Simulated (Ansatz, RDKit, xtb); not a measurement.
# C2H7NOSi: ranking a sample of isomers, part 2 of 2

A sample of isomers of C2H7NOSi is drawn. Aim: find which of them has the lowest free energy at 298.15 K, then its properties. The sample is small against all isomers, and the most stable one of this formula need not be in it.

xtb, Ansatz and PySCF; isolated molecules.

### 7 Are they minima? Harmonic frequencies

The lowest few in one piece go on as finalists. Harmonic vibrations at PBE0-D3(BJ)/def2-SVP test each finalist and give the zero-point energy and the thermal terms. The first, c047a:

File input.yaml:

```yaml
crystal:
  periodic: [false, false, false]
  atoms:
    - {symbol: C, position_ang: [-1.190620, -0.236547, 1.496252]}
    - {symbol: C, position_ang: [-0.543143, 1.077346, 1.563093]}
    - {symbol: N, position_ang: [-2.222975, -0.593718, 2.378320]}
    - {symbol: O, position_ang: [0.145962, -0.121869, 1.956225]}
    - {symbol: Si, position_ang: [0.156908, 1.943427, 0.041902]}
    - {symbol: H, position_ang: [-2.108307, -0.156515, 3.289259]}
    - {symbol: H, position_ang: [-2.264390, -1.601515, 2.511411]}
    - {symbol: H, position_ang: [-1.280301, -0.731387, 0.519027]}
    - {symbol: H, position_ang: [-0.847003, 1.713073, 2.411155]}
    - {symbol: H, position_ang: [1.491295, 2.532330, 0.361276]}
    - {symbol: H, position_ang: [-0.762561, 3.035826, -0.402019]}
    - {symbol: H, position_ang: [0.308042, 0.939322, -1.052523]}
basis:
  gaussian:
    orbitals: def2-SVP
hamiltonian:
  xc: {name: PBE0}
  dispersion: d3bj
scf:
  lower_state_search: "off"
phonons: {}
```

Run with:

```
ansatz run input.yaml --threads 2 --pin off --max-ram 5220MiB --events-out events.jsonl --progress --plain --runs-dir runs
```

The program printed (excerpt; [...] marks lines left out):

```text
Warning: RAYON_NUM_THREADS=2 ignored (pool sized by the plan → 2); use --threads N
Functional definition: PBE0
  name "PBE0"
[...]
1195 factors; integrals over basis functions are off by at most 3.4e-4 eV
[...]
mean field -13584.80139754 eV, -499.2322432506 hartree, gradient 4.4e-6 eV, S^2 0.000000; 0 other end points of the search recorded, 0 dependent functions left out
[...]
reference -13584.80142525 eV, -499.2322442689 hartree; 24, 24 occupied and 85, 85 virtual orbitals, 1195 factors
[...]
1195 factors; integrals over basis functions are off by at most 3.4e-4 eV
mean field -13584.80124671 eV, -499.2322377078 hartree, gradient 2.2e-6 eV, S^2 0.000000; 0 other end points of the search recorded, 0 dependent functions left out
[...]
reference -13584.80127443 eV, -499.2322387264 hartree; 24, 24 occupied and 85, 85 virtual orbitals, 1195 factors
[...]
Atom 6 at    -2.264390    -1.601515     2.511411 Å, force    -0.000115     0.000450     0.000043 eV/Å
Atom 7 at    -1.280301    -0.731387     0.519027 Å, force    -0.000089    -0.000477     0.000870 eV/Å
Atom 8 at    -0.847003     1.713073     2.411155 Å, force     0.000548    -0.000601    -0.000047 eV/Å
Atom 9 at     1.491295     2.532330     0.361276 Å, force     0.000045     0.000011    -0.000266 eV/Å
Atom 10 at    -0.762561     3.035826    -0.402019 Å, force    -0.000027    -0.000122     0.000063 eV/Å
Atom 11 at     0.308042     0.939322    -1.052523 Å, force     0.000125     0.000033    -0.000090 eV/Å
Dipole moment:    -0.235429    -0.051663     0.130796 e Å
Vibrations: 131.62 167.74 205.42 311.23 385.38 490.02 586.82 643.40 781.45 810.01 851.37 916.40 925.22 945.34 947.69 1043.90 1095.03 1160.57 1257.78 1284.78 1345.16 1520.10 1641.24 2231.72 2242.44 2246.76 3090.94 3145.23 3555.39 3646.54 cm⁻¹, zero-point energy 2.455302 eV
Checks for a lower state left out: stability, starts, cluster_reference, orbital_swaps, neighbouring_geometries, increment
```

Run time: 2.6 min. Hardware: 2 threads of Intel Xeon Platinum 8259CL at 2.50GHz (Skylake/Cascade Lake), shared host; peak memory 0.23 GiB.

### 8 Zero-point energy and free-energy terms

At 298.15 K and 1 atm, ideal gas, rigid rotor and harmonic oscillator:

```tsv
label	SMILES	spin	point group	lowest mode (cm⁻¹)	zero-point (kcal/mol)	G − E (kcal/mol)
c047a	N[C@@H]1O[C@H]1[SiH3]	singlet	C1	132	56.6	37.5
c374a	N[C@@H]1O[C@@H]1[SiH3]	singlet	C1	126	56.7	37.6
c937a	N[C@@]1([SiH3])CO1	singlet	C1	124	56.4	37.3
```

Chiral structures get −RT ln 2 for their mirror image.

### 9 The final energy

Each finalist gets a single point at CCSD(T)/def2-SVP + MP2/def2-TZVPP - MP2/def2-SVP.

c047a, CCSD(T)/def2-SVP:

input.yaml: that of step 7 with these lines changed.

```diff
@@ -5,3 +5,3 @@
     - {symbol: C, position_ang: [-0.543143, 1.077346, 1.563093]}
-    - {symbol: N, position_ang: [-2.222975, -0.593718, 2.378320]}
+    - {symbol: "N", position_ang: [-2.222975, -0.593718, 2.378320]}
     - {symbol: O, position_ang: [0.145962, -0.121869, 1.956225]}
@@ -18,7 +18,4 @@
     orbitals: def2-SVP
-hamiltonian:
-  xc: {name: PBE0}
-  dispersion: d3bj
-scf:
-  lower_state_search: "off"
-phonons: {}
+correlation:
+  method: ccsd_t
+  frozen_orbitals: {H: 0, C: 1, Si: 5, O: 1, "N": 1}
```

Run with:

```
ansatz run input.yaml --threads 2 --pin off --max-ram 5220MiB --events-out events.jsonl --progress --plain --runs-dir runs
```

The program printed (excerpt; [...] marks lines left out):

```text
Warning: RAYON_NUM_THREADS=2 ignored (pool sized by the plan → 2); use --threads N
Functional definition: HF
  name "HF"
[...]
1092 factors; integrals over basis functions are off by at most 1.3e-3 eV
[...]
mean field -13544.40704274 eV, -497.7477780920 hartree, gradient 1.9e-6 eV, S^2 0.000000; 0 other end points of the search recorded, 0 dependent functions left out
9 core orbitals not correlated: weight in the atoms' cores, before any rotation towards them, 1.000 or more for the frozen orbitals, at most 0.000 for the correlated occupied ones
reference -13544.40704274 eV, -497.7477780920 hartree; 15, 15 occupied and 85, 85 virtual orbitals, 1092 factors
second order -19.78434074 eV of doubles, -0.00000000 eV of singles
cycle   1  -20.46024137 eV  change   -6.8e-1 eV  update   1.0e-1
[...]
cycle   9  -21.16146161 eV  change   -2.0e-5 eV  update   2.2e-5
perturbative correction -0.63971908 eV, -0.0235092425 hartree
Total energy: -13566.20822343 eV, -498.5489567050 hartree
```

Wall time 8.7 s (2 threads of Intel Xeon Platinum 8259CL at 2.50GHz (Skylake/Cascade Lake), shared host); peak memory 0.54 GiB.

### 10 c047a at MP2/def2-TZVPP

input.yaml: that of step 9 with these lines changed.

```diff
@@ -5,3 +5,3 @@
     - {symbol: C, position_ang: [-0.543143, 1.077346, 1.563093]}
-    - {symbol: "N", position_ang: [-2.222975, -0.593718, 2.378320]}
+    - {symbol: N, position_ang: [-2.222975, -0.593718, 2.378320]}
     - {symbol: O, position_ang: [0.145962, -0.121869, 1.956225]}
@@ -17,5 +17,5 @@
   gaussian:
-    orbitals: def2-SVP
+    orbitals: def2-TZVPP
 correlation:
-  method: ccsd_t
+  method: mp2
   frozen_orbitals: {H: 0, C: 1, Si: 5, O: 1, "N": 1}
```

Run with:

```
ansatz run input.yaml --threads 2 --pin off --max-ram 5220MiB --events-out events.jsonl --progress --plain --runs-dir runs
```

The program printed:

```text
Warning: RAYON_NUM_THREADS=2 ignored (pool sized by the plan → 2); use --threads N
[... 2 set-up lines as earlier in the session ...]
  exchange = exact_x
  correlation = 0
1563 factors; integrals over basis functions are off by at most 1.0e-3 eV
mean field evaluation 1: about -13549.7963 eV, gradient 3.8e1 eV
mean field evaluation 2: about -13550.1129 eV, gradient 3.8e1 eV
mean field evaluation 4: about -13553.8051 eV, gradient 5.1e0 eV
mean field evaluation 8: about -13553.8824 eV, gradient 3.4e-1 eV
mean field -13553.88304568 eV, -498.0960147767 hartree, gradient 3.9e-6 eV, S^2 0.000000; 0 other end points of the search recorded, 0 dependent functions left out
9 core orbitals not correlated: weight in the atoms' cores, before any rotation towards them, 1.000 or more for the frozen orbitals, at most 0.000 for the correlated occupied ones
reference -13553.88304568 eV, -498.0960147767 hartree; 15, 15 occupied and 240, 240 virtual orbitals, 1563 factors
second order -24.66248688 eV of doubles, -0.00000000 eV of singles
Total energy: -13578.54553256 eV, -499.0023444529 hartree
```

It took 6.9 s on 2 threads of Intel Xeon Platinum 8259CL at 2.50GHz (Skylake/Cascade Lake), shared host; peak memory 0.66 GiB.

### 11 c374a at CCSD(T)/def2-SVP

File input.yaml:

```yaml
basis:
  gaussian:
    orbitals: def2-SVP
crystal:
  periodic: [false, false, false]
  atoms:
    - {symbol: C, position_ang: [-1.528890, -0.013906, 0.486215]}
    - {symbol: C, position_ang: [-0.243384, -0.117849, 1.186610]}
    - {symbol: "N", position_ang: [-2.234110, 1.190814, 0.333188]}
    - {symbol: O, position_ang: [-1.450713, -0.666518, 1.742304]}
    - {symbol: Si, position_ang: [0.561732, 1.286000, 2.157532]}
    - {symbol: H, position_ang: [-3.226945, 1.021045, 0.193243]}
    - {symbol: H, position_ang: [-2.125383, 1.802054, 1.138320]}
    - {symbol: H, position_ang: [-1.696381, -0.703372, -0.352695]}
    - {symbol: H, position_ang: [0.457748, -0.880563, 0.809330]}
    - {symbol: H, position_ang: [1.671958, 1.886794, 1.358454]}
    - {symbol: H, position_ang: [1.112121, 0.747520, 3.435765]}
    - {symbol: H, position_ang: [-0.442050, 2.344731, 2.480335]}
correlation:
  method: ccsd_t
  frozen_orbitals: {H: 0, C: 1, Si: 5, O: 1, "N": 1}
```

Run with:

```
ansatz run input.yaml --threads 2 --pin off --max-ram 5220MiB --events-out events.jsonl --progress --plain --runs-dir runs
```

The program printed (excerpt; [...] marks lines left out):

```text
Warning: RAYON_NUM_THREADS=2 ignored (pool sized by the plan → 2); use --threads N
[... 2 set-up lines as earlier in the session ...]
[...]
1092 factors; integrals over basis functions are off by at most 1.3e-3 eV
[...]
mean field -13544.36610821 eV, -497.7462737756 hartree, gradient 1.7e-6 eV, S^2 0.000000; 0 other end points of the search recorded, 0 dependent functions left out
9 core orbitals not correlated: weight in the atoms' cores, before any rotation towards them, 1.000 or more for the frozen orbitals, at most 0.000 for the correlated occupied ones
reference -13544.36610821 eV, -497.7462737756 hartree; 15, 15 occupied and 85, 85 virtual orbitals, 1092 factors
second order -19.79652673 eV of doubles, -0.00000000 eV of singles
cycle   1  -20.47351233 eV  change   -6.8e-1 eV  update   1.0e-1
[...]
cycle   9  -21.17396361 eV  change   -2.2e-5 eV  update   2.3e-5
perturbative correction -0.64185022 eV, -0.0235875606 hartree
Total energy: -13566.18192205 eV, -498.5479901468 hartree
```

Wall time 9.3 s (2 threads of Intel Xeon Platinum 8259CL at 2.50GHz (Skylake/Cascade Lake), shared host); peak memory 0.54 GiB.

### 12 The ranking

Energies in kcal/mol from c047a; G adds the thermal terms to the CCSD(T)/def2-SVP + MP2/def2-TZVPP - MP2/def2-SVP energy. The columns left of the relaxed level are at the tight-binding geometries.

```tsv
label	SMILES	spin	GFN2-xTB	HF/STO-3G	r2SCAN-D4/def2-SVP	PBE0-D3(BJ)/def2-SVP	HF/def2-SVP	MP2/def2-SVP	CCSD(T)/def2-SVP + MP2/def2-TZVPP - MP2/def2-SVP	G	share at equilibrium	T1
c047a	N[C@@H]1O[C@H]1[SiH3]	singlet	0.0	0.0	0.0	0.0	0.0	0.0	0.0	0.0	58.3 %	0.012
c374a	N[C@@H]1O[C@@H]1[SiH3]	singlet	0.5	0.8	0.6	0.2	0.9	0.7	0.3	0.4	28.0 %	0.012
c937a	N[C@@]1([SiH3])CO1	singlet	0.3	0.7	0.9	1.0	1.9	0.8	1.0	0.9	13.8 %	0.012
```

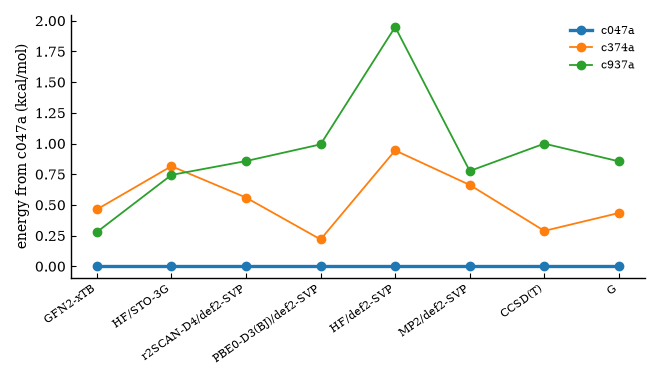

The finalists at each level, measured from c047a.

Lowest found: c047a, `N[C@@H]1O[C@H]1[SiH3]`, a singlet of point group C1. Bond lengths: C1–C2 1.466 Å, C1–N3 1.404 Å, C1–O4 1.418 Å, C2–O4 1.438 Å, C2–Si5 1.885 Å, N3–H6 1.017 Å, N3–H7 1.017 Å, C1–H8 1.099 Å, C2–H9 1.103 Å, Si5–H10 1.493 Å, Si5–H11 1.495 Å, Si5–H12 1.493 Å. Some angles: C1–C2–O4 58.5°, C1–C2–Si5 122.6°, O4–C2–Si5 115.2°, C2–C1–N3 121.6°, C2–C1–O4 59.8°, N3–C1–O4 120.6°, C1–O4–C2 61.8°, C1–C2–H9 115.5°, O4–C2–H9 113.7°, Si5–C2–H9 117.3°.

```xyz
12

C    -1.1906   -0.2365    1.4963
C    -0.5431    1.0773    1.5631
N    -2.2230   -0.5937    2.3783
O     0.1460   -0.1219    1.9562
Si    0.1569    1.9434    0.0419
H    -2.1083   -0.1565    3.2893
H    -2.2644   -1.6015    2.5114
H    -1.2803   -0.7314    0.5190
H    -0.8470    1.7131    2.4112
H     1.4913    2.5323    0.3613
H    -0.7626    3.0358   -0.4020
H     0.3080    0.9393   -1.0525
```

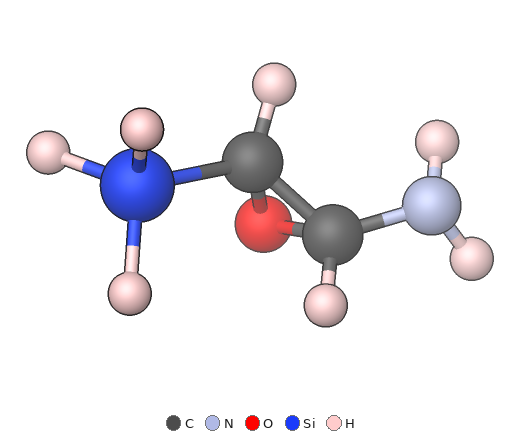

The lowest structure found, seen from a chosen angle (carbon dark grey, nitrogen light blue, oxygen red, silicon blue, hydrogen pink).

### 13 What came out

What follows sums up all 2 parts.

```
                                                       quantity                                                                  value
                                         lowest structure found                                     N[C@@H]1O[C@H]1[SiH3], singlet, C1
                                                  next finalist              N[C@@H]1O[C@@H]1[SiH3], singlet, 0.4 kcal/mol higher in G
                      share at equilibrium, among the finalists                                                                 58.3 %
                                                         funnel  3 starts, 3 minima at GFN2-xTB, 5 screening runs, 3 relaxed, 3 ranked
                                           CPU time of all runs                                                                 20 min
harmonic wavenumbers, lowest and highest (PBE0-D3(BJ)/def2-SVP)                                                      132 and 3647 cm⁻¹
                            rotational constants, same geometry                                            0.3717, 0.0706, 0.0658 cm⁻¹
```

The search ends on `N[C@@H]1O[C@H]1[SiH3]`. The next finalist is drawn with the same bonds. At 0.4 kcal/mol the two aren't resolved. GFN2-xTB, HF/STO-3G, r2SCAN-D4/def2-SVP, PBE0-D3(BJ)/def2-SVP, HF/def2-SVP and MP2/def2-SVP already put its bonding pattern lowest among the structures in one piece. The largest share of the time went into the vibrations (77 %). The search is not exhaustive (a finite list of starts, one conformer a finalist), so a lower isomer can't be ruled out. Only 3 drawn patterns were tried, so whole families of isomers are missing, and the result ranks this sample alone.
